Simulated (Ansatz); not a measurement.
Breaking the B1–H2 bond in BH3O (SMILES BO) (multiplicity 1 held, fragments rigid). Energies count from the point at 1.192 Å.
Geometry at that point (charge 0, multiplicity 1):
```tsv
atom	x (Å)	y (Å)	z (Å)
B	-0.4484	-0.5534	0.0610
H	-0.3382	-1.3375	0.9518
H	-1.3024	-0.6419	-0.7734
O	0.4452	0.4596	0.0279
H	0.3210	1.0699	-0.7069
```

Restricted levels (R-, RO-) in cc, def2 and unpolarised 6-31G sets keep to the state of the molecule at rest. U- levels take the lowest unrestricted solution at each point, which mixes spins at long bonds. Active spaces are followed from a long bond inwards. Levels need not reach the same state.

Correlated levels freeze the cores.

Run with Ansatz (Gaussian basis) for Hartree–Fock, density functionals and correlated methods. Each number belongs to the level named beside it.

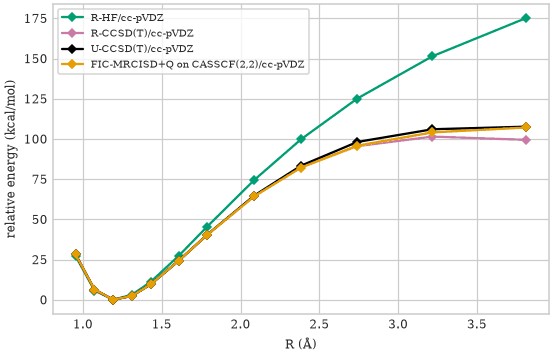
Figure. Relative energy along the coordinate

Read off the R-HF/cc-pVDZ curve at R = 2.384.

about 100 kcal/mol

Doubts at one or more of the structures used: a restricted determinant that unrestricted orbitals would lower (R-HF/cc-pVDZ, R-CCSD(T)/cc-pVDZ); other coupled-cluster roots lie near (R-CCSD(T)/cc-pVDZ); T1 above 0.05 (R-CCSD(T)/cc-pVDZ, U-CCSD(T)/cc-pVDZ); a spin-contaminated determinant (U-CCSD(T)/cc-pVDZ).

Ansatz is a first-principles code.
